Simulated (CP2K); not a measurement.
Consider 1,1-difluoroethylene at its PBE geometry (Å).

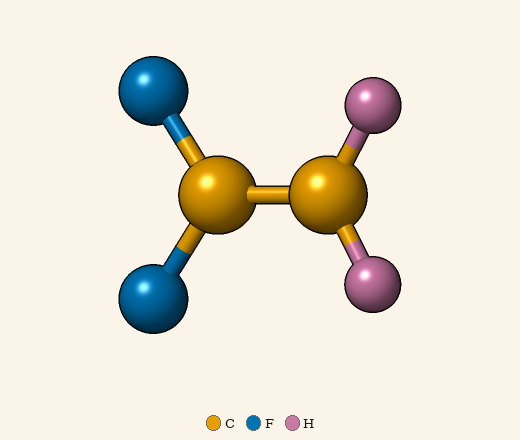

The molecule (carbon orange, fluorine blue, hydrogen pink).

```xyz
6

C     0.7370   -0.0763   -0.0355
C    -0.5805    0.0601    0.0272
F    -1.4665   -0.9465   -0.0049
F    -1.2337    1.2271    0.1322
H     1.3721    0.8027   -0.0026
H     1.1715   -1.0671   -0.1164
```

Method: CP2K XAS_TDP, all-electron GAPW, PBEh(45%), aug-cc-pVTZ, TDA, GW2X-corrected core level, no relativity.

Question: Where do the C K-edge lines lie, and how strong are they?

Leading lines: C1 286.30 eV and C2 290.29 eV. The leading line of an atom is its first one with 35 % of the strongest within 2.5 eV of its lowest line over the strength cut. Core ionisation energies at this level: C1 291.15 and C2 296.08 eV.

The first six lines of each atom with a strength over 0.0015:

| atom | energy (eV) | states | strength, one atom | above the computed threshold |
| --- | --- | --- | --- | --- |
| C1 (bonded to C and 2 H) | 286.30 | 1 | 0.0445 |  |
|  | 288.90 | 1 | 0.0030 |  |
|  | 289.31 | 1 | 0.0225 |  |
|  | 290.11 | 1 | 0.0080 |  |
|  | 290.44 | 1 | 0.0088 |  |
|  | 291.00 | 1 | 0.0084 |  |
| C2 (bonded to C and 2 F) | 290.29 | 1 | 0.0730 |  |
|  | 293.43 | 1 | 0.0682 |  |
|  | 293.44 | 1 | 0.0174 |  |
|  | 294.98 | 1 | 0.0082 |  |
|  | 295.76 | 1 | 0.0048 |  |
|  | 296.88 | 1 | 0.0060 | yes |

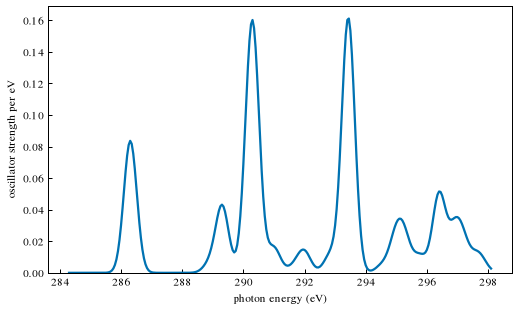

All atoms added, broadened by 0.5 eV.

Lines are vertical, at one geometry, with no vibrational structure. GW2X ionisation energies and lines can be off by 1 to 2 eV either way, and a good line position may hide errors that cancel. These values hold no scalar relativity, about 0.1 eV for C 1s. Rydberg lines, and the discretised continuum above threshold, depend on the basis and the box.

[Banner, clock and machine lines of the logs are left out without a mark of their own.]

[Logs are printed without paths, hosts, clocks, repeated set-up lines and the standing remarks that a program may print on its own settings, such as how far it seeks lower states.]

[Hosts, paths, dates, database ids (printed as entryN), source tags and the programs' standing remarks are cut or masked in the printed files.]
